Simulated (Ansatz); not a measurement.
**Fields on a plane of Cd (hcp, Mg type)**

```xyz
2
Lattice="2.9620 0.0000 0.0000 -1.4810 2.5652 0.0000 0.0000 0.0000 5.7980" Properties=species:S:1:pos:R:3 pbc="T T T"
Cd     0.0000     1.7101     4.3485
Cd     1.4810     0.8551     1.4495
```

The slice is a (-1 1 0 2) plane (indices of the conventional cell) through the point (0.333, 0.667, 0.750) (fractional), spanned by u = [110] and v = [1 -1 1] in vectors of this cell: u (2.96 Å) and v (7.74 Å, at 90° to u). It covers one period; positions are fractions (u, v).

Atoms on it: Cd at (0.00, 0.00). Other atoms lie within 1 Å of the plane.

Computed with r2SCAN (plane waves to 500 eV, PAW, scalar-relativistic; Ansatz, an electronic-structure program). k mesh 18×18×8. These are valence fields of a PAW run, semicore shells included where kept as valence: close to a nucleus they are smooth pseudo fields. Cd was relaxed with its symmetry unable to fall.

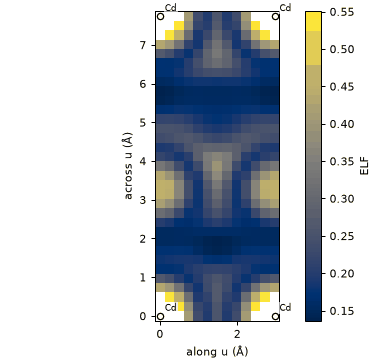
Fig. 1. Electron localisation function (ELF), one period of the plane, atoms marked. Points within 0.5 Å of a nucleus are left white, as the pseudised field means little there.

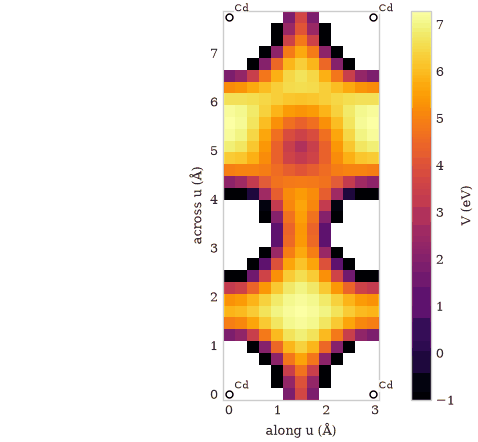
Figure. Electrostatic potential energy of an electron, from the cell's mean, in eV, one period of the plane, atoms marked. Points within 1 Å of a nucleus are left white, as the pseudised field means little there. Values under -1 eV are set to -1. The zero, the cell's mean, hangs on the PAW cores.

The density on the Cd–Cd line (2.96 Å) at its midpoint is 0.21 e/Å³ and the ELF at that point is 0.26.
